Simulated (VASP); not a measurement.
## Lattice of MoS2 across functionals and dispersion corrections

How close do the usual functionals, with and without dispersion, come to the cell of MoS2? The levels: LDA, PBEsol, PBE, r2SCAN, PBE + D3(BJ), r2SCAN + rVV10, optB88-vdW and PBE + D4. The start is a cell from a database of measured crystal structures.

Main program and level: VASP 6.6.1; LDA; plane waves and PAW (Mo_sv, S), in the first sound run; inputs show where later runs differ.

**Measured values to reproduce.**

For MoS2, 2H (literature value), “Pressure coefficients for direct optical transitions in MoS2, MoSe2, WS2, and WSe2 crystals and semiconductor to metal transitions” (2016, pmc:4877596) quotes earlier work: lattice constant c (c, literature experiment) 12.32 Å [literature value; a second literature value of 12.30 is listed beside it].

This is a report of a sequence of runs, with most program output left out.

The database entry behind the starting cell differs from later determinations by our own check (about 0.3 % long), so it need not match the best structure at ambient conditions.

## 1. The structure

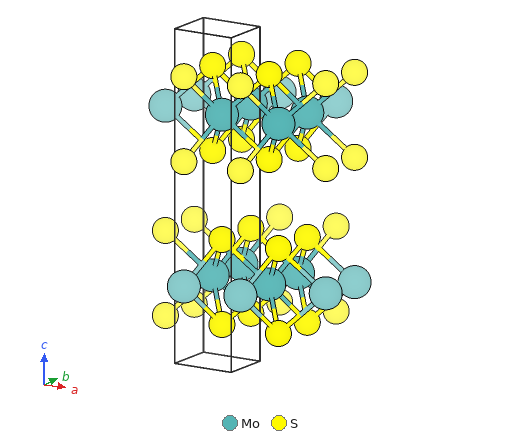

Start, viewed slightly off an axis; molybdenum teal, sulfur yellow. 2×2×1 cells are drawn. Some periodic images of atoms are drawn too.

## 2. Relaxation with LDA

Properties are meant for the cell that this level of theory prefers, so cell and atoms are relaxed first (ISIF = 3) until forces and stress are small; EDIFFG sets the threshold. LDA, the lowest rung, knows the local density alone.

File INCAR:

```
SYSTEM = MoS2
PREC = Accurate
ENCUT = 520
EDIFF = 1E-06
NELM = 100
ISMEAR = -1
SIGMA = 0.05
LREAL = .FALSE.
ALGO = Normal
GGA = CA
NBANDS = 32
LASPH = .TRUE.
LORBIT = 11
LWAVE = .FALSE.
LCHARG = .FALSE.
KPAR = 4
IBRION = 2
NSW = 60
ISIF = 3
EDIFFG = -0.01
```

File POSCAR:

```
MoS2
1.0
    3.1690000000      0.0000000000      0.0000000000
   -1.5845000000      2.7444345046      0.0000000000
    0.0000000000      0.0000000000     12.3240000000
Mo S
2 4
Direct
    0.3333333333      0.6666666667      0.2500000000
    0.6666666667      0.3333333333      0.7500000000
    0.3333333333      0.6666666667      0.6230000000
    0.6666666667      0.3333333333      0.1230000000
    0.3333333333      0.6666666667      0.8770000000
    0.6666666667      0.3333333333      0.3770000000
```

File KPOINTS:

```
Automatic mesh
0
Gamma
10 10 3
0 0 0
```

Potentials, in the order of the species: Mo_sv and S (PBE family, release 64).

On the command line:

```
mpirun -np 4 vasp_std
```

Wall time 4.8 min (4 MPI ranks of AMD EPYC 7R43, shared host); peak memory 0.84 GiB; 18 min of CPU time.

This run has no spin polarisation, although Mo can carry a moment. The gap is read on the k-mesh alone, so it is an upper bound where the band edges lie off the mesh. The bonds form layers, held to each other by dispersion, which LDA lacks; its overbinding stands in for it by accident. The PAW data sets were made with PBE, though LDA sets exist; this is a small mismatch. The run keeps the 24 symmetry operations of its start, so it cannot find a distortion of lower symmetry.

Step by step:

| step | energy less that of the first step (eV) | largest force (eV/Å) | pressure (GPa) | volume (Å³) |
| --- | --- | --- | --- | --- |
| 1 | 0.0000 | 0.4185 | -5.18 | 107.18 |
| 2 | 0.1823 | 1.5033 | 11.88 | 98.47 |
| 3 | -0.0556 | 0.1505 | -0.31 | 104.23 |
| 4 | -0.0556 | 0.1622 | -0.21 | 104.17 |
| 5 | -0.0605 | 0.0364 | -0.08 | 103.61 |
| 6 | -0.0605 | 0.0372 | -0.05 | 103.61 |
| 7 | -0.0605 | 0.0395 | -0.06 | 103.62 |
| 8 | -0.0610 | 0.0345 | -0.08 | 103.51 |
| 9 | -0.0623 | 0.0190 | -0.13 | 103.18 |
| 10 | -0.0637 | 0.0120 | -0.20 | 102.51 |
| 11 | -0.0637 | 0.0218 | -0.21 | 102.31 |
| 12 | -0.0621 | 0.1019 | 0.94 | 101.52 |
| 13 | -0.0638 | 0.0005 | -0.02 | 102.17 |

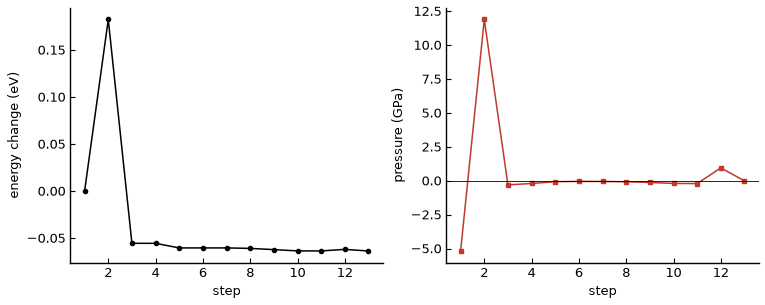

Energy and pressure along the relaxation.

```csv
"conventional cell, symmetrised",before,after,change
a (Å),3.169,3.126,-1.4 %
b (Å),3.169,3.126,-1.4 %
c (Å),12.324,12.072,-2.0 %
volume (Å³/atom),17.86,17.03,-4.7 %
```

The atoms that moved most (Å, as changes of fractional coordinates times the final cell):

| atom | dx | dy | dz | length |
| --- | --- | --- | --- | --- |
| S4 | 0.000 | 0.000 | -0.023 | 0.023 |
| S6 | 0.000 | 0.000 | 0.023 | 0.023 |
| S5 | 0.000 | 0.000 | 0.023 | 0.023 |
| S3 | 0.000 | 0.000 | -0.023 | 0.023 |

The relaxed structure:

```cif
data_structure
_symmetry_space_group_name_H-M 'P 1'
_symmetry_Int_Tables_number 1
_cell_length_a 3.1261
_cell_length_b 3.1261
_cell_length_c 12.0721
_cell_angle_alpha 90.000
_cell_angle_beta 90.000
_cell_angle_gamma 120.000
_cell_volume 102.17
loop_
_atom_site_label
_atom_site_type_symbol
_atom_site_fract_x
_atom_site_fract_y
_atom_site_fract_z
_atom_site_occupancy
Mo1 Mo 0.33333 0.66667 0.25000 1
Mo2 Mo 0.66667 0.33333 0.75000 1
S3 S 0.33333 0.66667 0.62111 1
S4 S 0.66667 0.33333 0.12111 1
S5 S 0.33333 0.66667 0.87889 1
S6 S 0.66667 0.33333 0.37889 1
```

Numbers from this step:

- electrons: 52
- bands: 32
- irreducible k-points: 28
- symmetry operations: 24
- free energy (TOTEN): -49.11 eV
- Fermi energy: 8.301 eV
- pressure: -0.01544 GPa
- metallic: no
- valence top at k: 0, 0, 0
- conduction bottom at k: 0.2, 0.2, 0
- least direct gap at k: 0.3, 0.3, 0
- SCF cycles over all ionic steps: 99
- gap on the k-mesh: 0.7678 eV
- least direct gap on the k-mesh: 1.966 eV

It ends with a largest force of 0.001 eV/Å and a pressure of -0.02 GPa. The volume lies -4.7 % from that of the database's start, which holds the thermal and zero-point expansion of its experiment. LDA is known to overbind. The conventional cell has a = 3.126 and c = 12.072 Å.

## 3. Relaxation with PBEsol

This step: PBEsol; plane waves and PAW (Mo_sv, S) (VASP 6.6.1).

PBEsol restores the gradient expansion of exchange and is tuned for the cells of solids.

Edit INCAR of step 2 so:

```diff
@@ -9,3 +9,3 @@
 ALGO = Normal
-GGA = CA
+GGA = PS
 NBANDS = 32
```

POSCAR is that of step 2.

KPOINTS is that of step 2.

On the command line:

```
mpirun -np 4 vasp_std
```

It took 6.1 min on 4 MPI ranks; peak memory 0.97 GiB.

The bonds form layers, held to each other by dispersion, which PBEsol lacks, so the spacing between them is unreliable. The PAW data sets were made with PBE, which is usual practice but a small mismatch for other functionals.

The steps of the relaxation:

```
step  energy less that of the first step (eV)  largest force (eV/Å)  pressure (GPa)  volume (Å³)
   1                                   0.0000                0.3114           -2.99       107.18
   2                                   0.0571                0.7645            6.50       102.09
   3                                  -0.0204                0.0354           -0.02       105.41
   4                                  -0.0204                0.0423            0.06       105.37
   5                                  -0.0228                0.0387            0.14       105.20
   6                                  -0.0228                0.0393            0.14       105.20
   7                                  -0.0232                0.0501            0.01       105.39
   8                                  -0.0239                0.0825           -0.37       105.95
   9                                  -0.0240                0.0776           -0.35       105.97
  10                                  -0.0244                0.0629           -0.29       106.03
  11                                  -0.0250                0.0348           -0.12       106.16
  12                                  -0.0256                0.0235            0.19       106.40
  13                                  -0.0256                0.0357            0.23       106.45
  14                                  -0.0259                0.0317            0.20       106.66
  15                                  -0.0263                0.0214            0.07       107.28
  16                                  -0.0263                0.0184            0.03       107.47
  17                                  -0.0263                0.0033           -0.03       107.42
```

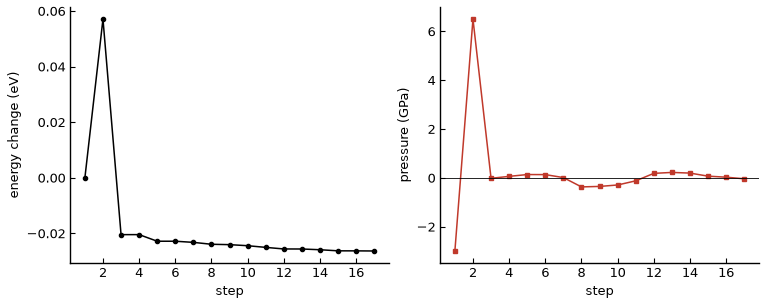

Energy and pressure along the relaxation.

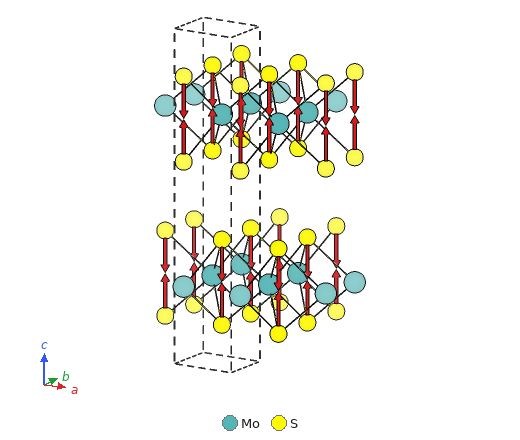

Displacements in the relaxation, exaggerated, measured against the changing cell; the longest in the cell stands for 0.04 Å. 2×2×1 cells are drawn. Some periodic images of atoms are drawn too.

```
conventional cell, symmetrised  before   after  change
                         a (Å)   3.169   3.142  -0.8 %
                         b (Å)   3.169   3.142  -0.8 %
                         c (Å)  12.324  12.563  +1.9 %
              volume (Å³/atom)   17.86   17.90  +0.2 %
```

The atoms that moved most (Å, as changes of fractional coordinates times the final cell):

```
atom     dx     dy      dz  length
  S6  0.000  0.000  -0.037   0.037
  S4  0.000  0.000   0.037   0.037
  S5  0.000  0.000  -0.037   0.037
  S3  0.000  0.000   0.037   0.037
```

Final coordinates:

```cif
data_structure
_symmetry_space_group_name_H-M 'P 1'
_symmetry_Int_Tables_number 1
_cell_length_a 3.1422
_cell_length_b 3.1422
_cell_length_c 12.5632
_cell_angle_alpha 90.000
_cell_angle_beta 90.000
_cell_angle_gamma 120.000
_cell_volume 107.42
loop_
_atom_site_label
_atom_site_type_symbol
_atom_site_fract_x
_atom_site_fract_y
_atom_site_fract_z
_atom_site_occupancy
Mo1 Mo 0.33333 0.66667 0.25000 1
Mo2 Mo 0.66667 0.33333 0.75000 1
S3 S 0.33333 0.66667 0.62594 1
S4 S 0.66667 0.33333 0.12594 1
S5 S 0.33333 0.66667 0.87406 1
S6 S 0.66667 0.33333 0.37406 1
```

Numbers from this step:

```yaml
free_energy_toten: -46.91 eV
fermi_energy: 7.742 eV
pressure: -0.03452 GPa
scf_cycles_over_all_ionic_steps: 122
gap_on_the_k_mesh: 1.032 eV
least_direct_gap_on_the_k_mesh: 1.962 eV
```

It ends at 17.90 Å³/atom, +0.2 % from the start, with -0.03 GPa left. The conventional cell has a = 3.142 and c = 12.563 Å.

## 4. Relaxation with PBE

This step: PBE; plane waves and PAW (Mo_sv, S) (VASP 6.6.1).

PBE, the usual starting point, adds the gradient of the density.

Edit INCAR of step 3 so:

```diff
@@ -9,3 +9,3 @@
 ALGO = Normal
-GGA = PS
+GGA = PE
 NBANDS = 32
```

POSCAR is that of step 3.

KPOINTS is that of step 3.

On the command line:

```
mpirun -np 4 vasp_std
```

Wall time 10 min (4 MPI ranks); peak memory 0.97 GiB; 37 min of CPU time.

The bonds form layers, held to each other by dispersion, which PBE lacks, so the spacing between them is unreliable. After so large a change of volume the plane waves of the start cell no longer fit, so the final stress carries a basis-set error.

Step by step (22 of 29):

```csv
step,energy less that of the first step (eV),largest force (eV/Å),pressure (GPa),volume (Å³)
1,0.0000,0.0779,1.85,107.18
2,-0.0015,0.4795,-2.04,110.41
4,-0.0224,0.1770,-0.18,109.78
5,-0.0316,0.0243,-0.06,111.42
6,-0.0406,0.0129,-0.05,111.95
8,-0.0799,0.0592,0.36,116.63
9,-0.0810,0.0700,0.47,117.40
10,-0.0859,0.0989,-0.35,119.65
12,-0.0853,0.1547,0.55,121.05
13,-0.0876,0.0117,-0.04,120.53
14,-0.0880,0.0162,0.13,120.59
16,-0.0882,0.0397,-0.06,120.97
17,-0.0883,0.0227,0.02,120.87
18,-0.0883,0.0237,-0.02,121.00
20,-0.0885,0.0182,-0.12,121.42
21,-0.0886,0.0024,-0.02,121.50
22,-0.0886,0.0131,0.03,121.54
24,-0.0888,0.0126,0.08,121.72
25,-0.0889,0.0129,0.17,121.98
26,-0.0890,0.0044,0.06,122.17
28,-0.0890,0.0110,0.00,122.30
29,-0.0891,0.0061,-0.03,122.44
```

```
     cell as run  before   after   change
           a (Å)   3.169   3.185   +0.5 %
           b (Å)   3.169   3.185   +0.5 %
           c (Å)  12.324  13.935  +13.1 %
volume (Å³/atom)   17.86   20.41  +14.2 %
```

The atoms that moved most (Å, as changes of fractional coordinates times the final cell):

```
atom     dx     dy      dz  length
  S6  0.000  0.000  -0.208   0.208
  S4  0.000  0.000   0.208   0.208
  S5  0.000  0.000  -0.208   0.208
  S3  0.000  0.000   0.208   0.208
```

Final coordinates:

```xyz
6
Lattice="3.1852 0.0000 0.0000 -1.5926 2.7585 0.0000 0.0000 0.0000 13.9351" Properties=species:S:1:pos:R:3 pbc="T T T"
Mo    0.0000    1.8390    3.4838
Mo    1.5926    0.9195   10.4514
S     0.0000    1.8390    8.8895
S     1.5926    0.9195    1.9219
S     0.0000    1.8390   12.0132
S     1.5926    0.9195    5.0456
```

It ends at 20.41 Å³/atom, +14.2 % from the start, with -0.03 GPa left. The conventional cell has a = 3.185 and c = 13.935 Å. That is far more than a functional's usual error.

## 5. Relaxation with r2SCAN

This step: r2SCAN; plane waves and PAW (Mo_sv, S) (VASP 6.6.1).

r2SCAN adds the kinetic-energy density, costs more than a GGA and is run with LASPH.

Edit INCAR of step 4 so:

```diff
@@ -9,5 +9,5 @@
 ALGO = Normal
-GGA = PE
+METAGGA = R2SCAN
+LASPH = .TRUE.
 NBANDS = 32
-LASPH = .TRUE.
 LORBIT = 11
```

POSCAR is that of step 4.

KPOINTS is that of step 4.

On the command line:

```
mpirun -np 4 vasp_std
```

The job ended after 18 min (4 MPI ranks; peak memory 1 GiB; 67 min of CPU time).

The bonds form layers, held to each other by dispersion, which r2SCAN holds only at short range, so the spacing between them may come out too wide.

Relaxation path:

| step | energy less that of the first step (eV) | largest force (eV/Å) | pressure (GPa) | volume (Å³) |
| --- | --- | --- | --- | --- |
| 1 | 0.0000 | 0.2388 | 0.80 | 107.18 |
| 2 | -0.0121 | 0.1257 | 0.00 | 108.58 |
| 3 | -0.0122 | 0.1152 | -0.09 | 108.73 |
| 4 | -0.0189 | 0.0370 | 0.33 | 109.05 |
| 5 | -0.0262 | 0.1443 | 1.35 | 109.77 |
| 6 | -0.0286 | 0.1204 | 1.15 | 110.06 |
| 7 | -0.0342 | 0.0454 | 0.60 | 110.90 |
| 8 | -0.0383 | 0.1011 | -0.43 | 112.61 |
| 9 | -0.0383 | 0.0930 | -0.38 | 112.52 |
| 10 | -0.0390 | 0.0796 | -0.29 | 112.70 |
| 11 | -0.0401 | 0.0376 | -0.02 | 113.24 |
| 12 | -0.0402 | 0.0190 | 0.10 | 113.47 |
| 13 | -0.0403 | 0.0094 | 0.06 | 113.59 |
| 14 | -0.0404 | 0.0019 | 0.02 | 113.74 |

```csv
"conventional cell, symmetrised",before,after,change
a (Å),3.169,3.185,+0.5 %
b (Å),3.169,3.185,+0.5 %
c (Å),12.324,12.946,+5.0 %
volume (Å³/atom),17.86,18.96,+6.1 %
```

The atoms that moved most (Å, as changes of fractional coordinates times the final cell):

```
atom     dx     dy      dz  length
  S4  0.000  0.000   0.092   0.092
  S3  0.000  0.000   0.092   0.092
  S6  0.000  0.000  -0.092   0.092
  S5  0.000  0.000  -0.092   0.092
```

The relaxed structure:

```
Mo S
1.0
     3.18515    0.00000    0.00000
    -1.59257    2.75842    0.00000
     0.00000    0.00000   12.94561
Mo S
2 4
Direct
  0.33333 0.66667 0.25000
  0.66667 0.33333 0.75000
  0.33333 0.66667 0.63009
  0.66667 0.33333 0.13009
  0.33333 0.66667 0.86991
  0.66667 0.33333 0.36991
```

It ends at 18.96 Å³/atom, +6.1 % from the start, with 0.02 GPa left. The conventional cell has a = 3.185 and c = 12.946 Å.

## 6. Relaxation with PBE + D3(BJ)

This step: PBE with D3(BJ); plane waves and PAW (Mo_sv, S) (VASP 6.6.1).

A dispersion term adds the long-range attraction that semilocal functionals lack. D3 with Becke-Johnson damping keeps a finite attraction at short range.

Edit INCAR of step 5 so:

```diff
@@ -9,5 +9,6 @@
 ALGO = Normal
-METAGGA = R2SCAN
+GGA = PE
+IVDW = 12
+NBANDS = 32
 LASPH = .TRUE.
-NBANDS = 32
 LORBIT = 11
```

POSCAR is that of step 5.

KPOINTS is that of step 5.

On the command line:

```
mpirun -np 4 vasp_std
```

It took 3.8 min on 4 MPI ranks; peak memory 1 GiB.

It ends at 17.29 Å³/atom, -3.2 % from the start, with 0.00 GPa left. The conventional cell has a = 3.148 and c = 12.085 Å. Against plain PBE, the dispersion term moves a by -1.2 % and c by -13.3 %.

## 7. Relaxation with r2SCAN + rVV10

This step: r2SCAN with rVV10; plane waves and PAW (Mo_sv, S) (VASP 6.6.1).

LUSE_VDW switches on a nonlocal correlation term for dispersion.

Edit INCAR of step 6 so:

```diff
@@ -9,6 +9,9 @@
 ALGO = Normal
-GGA = PE
-IVDW = 12
+METAGGA = R2SCAN
+LUSE_VDW = .TRUE.
+IVDW_NL = 2
+BPARAM = 11.95
+CPARAM = 0.0093
+LASPH = .TRUE.
 NBANDS = 32
-LASPH = .TRUE.
 LORBIT = 11
```

POSCAR is that of step 6.

KPOINTS is that of step 6.

On the command line:

```
mpirun -np 4 vasp_std
```

Elapsed: 24 min, on 4 MPI ranks; peak memory 1.8 GiB; 1.5 h of CPU time.

It ends at 18.08 Å³/atom, +1.2 % from the start, with 0.04 GPa left. The conventional cell has a = 3.174 and c = 12.427 Å. Against plain r2SCAN, the dispersion term moves a by -0.3 % and c by -4.0 %.

## 8. Relaxation with optB88-vdW

This step: optB88-vdW; plane waves and PAW (Mo_sv, S) (VASP 6.6.1).

optB88-vdW pairs nonlocal correlation with a B88-type exchange refitted to the binding of molecular dimers.

Edit INCAR of step 7 so:

```diff
@@ -9,7 +9,7 @@
 ALGO = Normal
-METAGGA = R2SCAN
+GGA = BO
+AGGAC = 0
 LUSE_VDW = .TRUE.
-IVDW_NL = 2
-BPARAM = 11.95
-CPARAM = 0.0093
+PARAM1 = 0.1833333333
+PARAM2 = 0.22
 LASPH = .TRUE.
```

POSCAR is that of step 7.

KPOINTS is that of step 7.

On the command line:

```
mpirun -np 4 vasp_std
```

Elapsed: 13 min, on 4 MPI ranks; peak memory 2.1 GiB.

It ends at 18.34 Å³/atom, +2.7 % from the start, with -0.03 GPa left. The conventional cell has a = 3.193 and c = 12.463 Å.

## 9. Relaxation with PBE + D4

This step: PBE with D4; plane waves and PAW (Mo_sv, S) (VASP 6.6.1).

D4 lets the coefficients depend on atomic charges too.

Edit INCAR of step 8 so:

```diff
@@ -9,9 +9,6 @@
 ALGO = Normal
-GGA = BO
-AGGAC = 0
-LUSE_VDW = .TRUE.
-PARAM1 = 0.1833333333
-PARAM2 = 0.22
+GGA = PE
+IVDW = 13
+NBANDS = 32
 LASPH = .TRUE.
-NBANDS = 32
 LORBIT = 11
```

POSCAR is that of step 8.

KPOINTS is that of step 8.

On the command line:

```
mpirun -np 4 vasp_std
```

It took 3.2 min on 4 MPI ranks; peak memory 1 GiB.

It ends at 17.46 Å³/atom, -2.3 % from the start, with -0.01 GPa left. The conventional cell has a = 3.153 and c = 12.166 Å. Against plain PBE, the dispersion term moves a by -1.0 % and c by -12.7 %.

## 10. The cells as a table

This step: relaxed cells at several levels; plane waves and PAW (VASP 6.6.1).

No new run; the numbers come from the runs before.

Lengths are those of the conventional cell; cost is the wall time of each run, as given at its step, times its ranks, without the set-up around it. Results by level, by row:

```
         level  volume (Å³/atom)  change from the start (%)  a (Å)  c (Å)  cost (core minutes)
           LDA             17.03                       -4.7  3.126  12.07                 19.1
        PBEsol              17.9                        0.2  3.142  12.56                 24.3
           PBE             20.41                       14.2  3.185  13.94                 41.7
        r2SCAN             18.96                        6.1  3.185  12.95                 70.9
  PBE + D3(BJ)             17.29                       -3.2  3.148  12.09                   15
r2SCAN + rVV10             18.08                        1.2  3.174  12.43                 95.1
    optB88-vdW             18.34                        2.7  3.193  12.46                 53.1
      PBE + D4             17.46                       -2.3  3.153  12.17                 12.7
```

## 11. What came out

| Item | Value |
| --- | --- |
| volume, LDA | 17.03 Å³/atom |
| volume, PBEsol | 17.90 Å³/atom |
| volume, PBE | 20.41 Å³/atom |
| volume, r2SCAN | 18.96 Å³/atom |
| volume, PBE + D3(BJ) | 17.29 Å³/atom |
| volume, r2SCAN + rVV10 | 18.08 Å³/atom |
| volume, optB88-vdW | 18.34 Å³/atom |
| volume, PBE + D4 | 17.46 Å³/atom |

In words: For MoS2 the levels give volumes between 17.03 Å³/atom (LDA) and 20.41 Å³/atom (PBE), a spread of 19.8 %, while the cost of the finished runs spans a factor of 7.5. Only c has a measured value here, so the levels are not ranked on the whole cell. The costs hold the number of ionic steps as well as the price of the functional. The closing table has room for seven levels; PBE + D4 stands in the table of levels alone. Adding D3(BJ) to PBE changes the volume by -15.3 % (a by -1.2 % and c by -13.3 %). Adding rVV10 to r2SCAN changes the volume by -4.7 % (a by -0.3 % and c by -4.0 %). Adding D4 to PBE changes the volume by -14.4 % (a by -1.0 % and c by -12.7 %). The bonds form layers, and the correction acts mostly on one axis: the spacing that dispersion holds. Within 0.02 Å all end in space group P6_3/mmc; the runs can't lower the symmetry of the start. Magnetism was not tested. Each is a single relaxation on the plane waves of the start cell, so larger changes of volume carry a basis-set error that was not tested here.

Computed beside measured:

| quantity | measured | LDA | PBEsol | PBE | r2SCAN | PBE + D3(BJ) | r2SCAN + rVV10 | optB88-vdW |
| --- | --- | --- | --- | --- | --- | --- | --- | --- |
| lattice constant c (Å) | 12.32 | 12.072 (-2.0 %) | 12.563 (+2.0 %) | 13.935 (+13.1 %) | 12.946 (+5.1 %) | 12.085 (-1.9 %) | 12.427 (+0.9 %) | 12.463 (+1.2 %) |

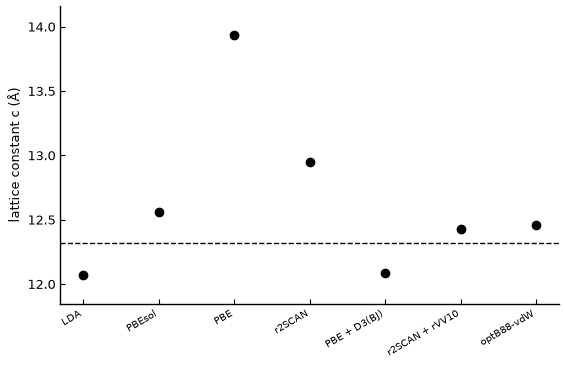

The lattice constant c by level; the dashed line is the measured value.

Measured values from pmc:4877596 (2016).

Verdict: For the lattice constant c, of the levels listed nearest comes r2SCAN + rVV10 (+0.9 %, fair agreement) and farthest PBE (+13.1 %, a clear miss). The grades are ours: good and fair within 0.8 and 2 % for the lattice constant c. For lattice constants the calculation has a static lattice, without zero-point motion or thermal expansion.

[Lines on the potential files, build, host, timing and source positions are cut from VASP's logs without a mark.]

[Logs are printed without paths, hosts, clocks, repeated set-up lines and the standing remarks that a program may print on its own settings, such as how far it seeks lower states.]

[Hosts, paths, dates, database ids (printed as entryN), source tags and the programs' standing remarks are cut or masked in the printed files.]

[A measured line is paired with the nearest computed mode of its activity, which favours agreement.]
